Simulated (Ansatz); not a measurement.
# doublet SnTe− at 6 levels

Aim: a comparison of 6 runs (U-r2SCAN/STO-3G, UBLYP/STO-3G, UPBE/STO-3G, UMP2/STO-3G, UBCCD(T)/STO-3G, UCCSDT(Q)/STO-3G) of doublet SnTe−. 

The calculation is run with Ansatz 0.2.0.

48 further runs of the same task are left out: 11 that didn't finish, 37 set aside as unsound or not needed.

### 1 The system as given

The species is SnTe− (2 atoms), meant as a doublet with charge -1. SMILES of the parent species: `[Sn][Te]`. The shape comes from GFN2-xTB, which is rough for such elements, and wasn't checked as a minimum. That shape belongs to the parent species and isn't relaxed for this state.

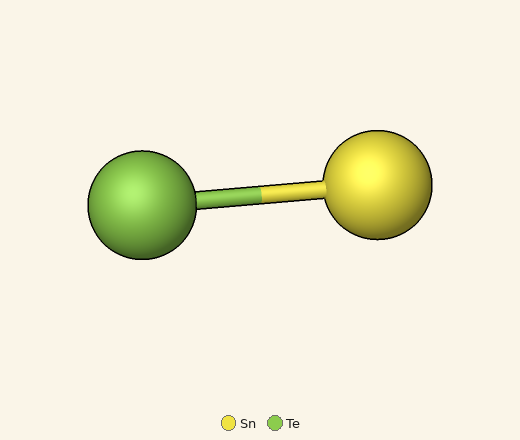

The structure, seen from a chosen angle (tin yellow, tellurium green).

### 2 The energy at U-r2SCAN/STO-3G (run 1)

Contents of job.yaml:

```yaml
crystal:
  periodic: [false, false, false]
  atoms:
    - symbol: Sn
      position_ang: [0.000000, 0.000000, 0.000000]
    - symbol: Te
      position_ang: [0.000000, 0.000000, 2.536770]
basis:
  gaussian: {orbitals: STO-3G}
total_charge: -1
magnetization: {spin_polarized: true, initial_magnetization: 1}
hamiltonian: {xc: {name: r2SCAN}}
accuracy: high
```

Command:

```bash
$ ansatz run job.yaml --threads 1 --pin off --max-ram 2610MiB --events-out events.jsonl --progress --plain --runs-dir runs
```

Log:

```text
Warning: RAYON_NUM_THREADS=1 ignored (pool sized by the plan → 1); use --threads N
Functional definition: r2SCAN
  name "r2SCAN"
  parameter k0 = 0.174
  parameter k1 = 0.065
  parameter a1 = 4.9479
  exchange = r2scan_x(k0 = k0, k1 = k1, a1 = a1)
  correlation = r2scan_c
827 factors; integrals over basis functions are off by at most 4.7e-9 eV
mean field evaluation 1: about -340545.9188 eV, gradient 4.9e0 eV
mean field evaluation 2: about -340543.0952 eV, gradient 1.7e1 eV
mean field evaluation 4: about -340546.3314 eV, gradient 1.6e-1 eV
mean field evaluation 8: about -340546.3174 eV, gradient 5.6e-3 eV
mean field evaluation 16: about -340546.3174 eV, gradient 8.2e-7 eV
mean field evaluation 32: about -340546.3174 eV, gradient 7.2e-9 eV
mean field -340546.31735640 eV, -12514.8463322631 hartree, gradient 7.0e-9 eV, S^2 0.755926; 1 other end points of the search recorded, 0 dependent functions left out
reference -340546.31735713 eV, -12514.8463322899 hartree; 52, 51 occupied and 2, 3 virtual orbitals, 827 factors
Total energy: -340546.31735713 eV, -12514.8463322899 hartree
```

Wall time 6.6 s (1 thread of AMD EPYC 9R45 (Zen 5), shared host); peak memory 0.29 GiB.

### 3 The energy at UBLYP/STO-3G (run 2)

Contents of in.yaml:

```yaml
crystal:
  periodic: [false, false, false]
  atoms:
    - {symbol: Sn, position_ang: [0.000000, 0.000000, 0.000000]}
    - {symbol: Te, position_ang: [0.000000, 0.000000, 2.536770]}
basis:
  gaussian: {orbitals: STO-3G}
total_charge: -1
magnetization: {spin_polarized: true, initial_magnetization: 1}
hamiltonian: {xc: {name: BLYP}}
accuracy: high
```

Command:

```bash
$ ansatz run in.yaml --threads 1 --pin off --max-ram 2610MiB --events-out events.jsonl --progress --plain --runs-dir runs
```

Log:

```text
Warning: RAYON_NUM_THREADS=1 ignored (pool sized by the plan → 1); use --threads N
Functional definition: BLYP
  name "BLYP"
  parameter beta = 0.0042
  parameter a = 0.04918
  parameter b = 0.132
  parameter c = 0.2533
  parameter d = 0.349
  exchange = b88_x(beta = beta)
  correlation = lyp_c(a = a, b = b, c = c, d = d)
827 factors; integrals over basis functions are off by at most 4.7e-9 eV
mean field evaluation 1: about -340527.7873 eV, gradient 5.4e0 eV
mean field evaluation 2: about -340522.5810 eV, gradient 2.2e1 eV
mean field evaluation 4: about -340528.2555 eV, gradient 5.0e-1 eV
mean field evaluation 8: about -340528.2656 eV, gradient 2.9e-1 eV
mean field evaluation 16: about -340527.7873 eV, gradient 5.4e0 eV
mean field evaluation 32: about -340528.2641 eV, gradient 1.1e-3 eV
mean field -340528.26409080 eV, -12514.1828869893 hartree, gradient 4.9e-8 eV, S^2 0.752635; 1 other end points of the search recorded, 0 dependent functions left out
reference -340528.26412876 eV, -12514.1828883844 hartree; 52, 51 occupied and 2, 3 virtual orbitals, 827 factors
Total energy: -340528.26412876 eV, -12514.1828883844 hartree
```

Run time: 2.5 s. Hardware: 1 thread of AMD EPYC 9R45 (Zen 5), shared host; peak memory 0.17 GiB.

Run 3 isn't shown in full; the table further down has it.

### 4 The energy at UMP2/STO-3G (run 4)

Contents of molecule.yaml:

```yaml
crystal:
  periodic: [false, false, false]
  atoms:
    - {symbol: Sn, position_ang: [0.000000, 0.000000, 0.000000]}
    - {symbol: Te, position_ang: [0.000000, 0.000000, 2.536770]}
basis:
  gaussian:
    orbitals: STO-3G
total_charge: -1
magnetization:
  spin_polarized: true
  initial_magnetization: 1
correlation:
  method: mp2
  frozen_orbitals: {Sn: 18, Te: 18}
accuracy: high
```

Command:

```bash
$ ansatz run molecule.yaml --threads 1 --pin off --max-ram 2610MiB --events-out events.jsonl --progress --plain --runs-dir runs
```

Log, cut to the lines that bear on the results:

```text
Warning: RAYON_NUM_THREADS=1 ignored (pool sized by the plan → 1); use --threads N
Functional definition: HF
  name "HF"
[...]
827 factors; integrals over basis functions are off by at most 4.7e-9 eV
[...]
mean field -340423.34270410 eV, -12510.3270971464 hartree, gradient 3.2e-8 eV, S^2 0.769966; 13 other end points of the search recorded, 0 dependent functions left out
36 core orbitals not correlated: weight in the atoms' cores, before any rotation towards them, 1.000 or more for the frozen orbitals, at most 0.000 for the correlated occupied ones
reference -340423.34270410 eV, -12510.3270971464 hartree; 16, 15 occupied and 2, 3 virtual orbitals, 827 factors
second order -0.73254038 eV of doubles, -0.00000000 eV of singles
Total energy: -340424.07524448 eV, -12510.3540175088 hartree
```

Run time: 3.9 s. Hardware: 1 thread of AMD EPYC 9R45 (Zen 5), shared host; peak memory 0.25 GiB.

Run 5 isn't shown in full; the table further down has it.

### 5 A single-point energy at UCCSDT(Q)/STO-3G (run 6)

Contents of in.yaml:

```yaml
crystal:
  periodic: [false, false, false]
  atoms:
    - symbol: Sn
      position_ang: [0.000000, 0.000000, 0.000000]
    - symbol: Te
      position_ang: [0.000000, 0.000000, 2.536770]
basis:
  gaussian: {orbitals: STO-3G}
scf: {omitted_lower_state_checks: [cluster_reference, increment]}
magnetization: {spin_polarized: true, initial_magnetization: 1}
correlation: {method: ccsdt_q, frozen_orbitals: {Sn: 18, Te: 18}}
total_charge: -1
accuracy: high
```

Command:

```bash
$ ansatz run in.yaml --threads 1 --pin off --max-ram 2610MiB --events-out events.jsonl --progress --plain --runs-dir runs
```

Log:

```text
Warning: RAYON_NUM_THREADS=1 ignored (pool sized by the plan → 1); use --threads N
[... 15 lines left out ...]
36 core orbitals not correlated: weight in the atoms' cores, before any rotation towards them, 1.000 or more for the frozen orbitals, at most 0.000 for the correlated occupied ones
[... 30 lines left out ...]
Total energy: -340424.40028952 eV, -12510.3659626936 hartree
Checks for a lower state left out: cluster_reference, increment
```

Wall time 8.1 s (1 thread of AMD EPYC 9R45 (Zen 5), shared host); peak memory 0.45 GiB.

### 6 The series

| run | level | frozen core orbitals | energy (Eh) | ⟨S²⟩ | wall time |
| --- | --- | --- | --- | --- | --- |
| 1 | U-r2SCAN/STO-3G | – | -12514.846332 | 0.756 | 6.6 s |
| 2 | UBLYP/STO-3G | – | -12514.182888 | 0.753 | 2.5 s |
| 3 | UPBE/STO-3G | – | -12513.240722 | 0.754 | 2.1 s |
| 4 | UMP2/STO-3G | 36 | -12510.354018 | 0.770 | 3.9 s |
| 5 | UBCCD(T)/STO-3G | 36 | -12510.365119 | 0.770 | 4.2 s |
| 6 | UCCSDT(Q)/STO-3G | 36 | -12510.365963 | 0.770 | 8.1 s |

### 7 Results

| quantity | value |
| --- | --- |
| run 6: total energy | -12510.36596 Eh |
| run 6: correlation energy (36 core orbitals frozen) | -38.9 mEh |
| run 6: ⟨S²⟩ of the reference determinant | 0.770 |
| run 6: T1 diagnostic | 0.016 |

In words: Totals of different functionals can't be ranked against each other. In runs 1, 2, 3, 4, 5, 6 the basis is minimal, so the values are rough. In runs 1, 2, 3, 4, 5, 6 relativity is left out where basis or elements ask for it. All runs together took 28 s, the longest 8.1 s.
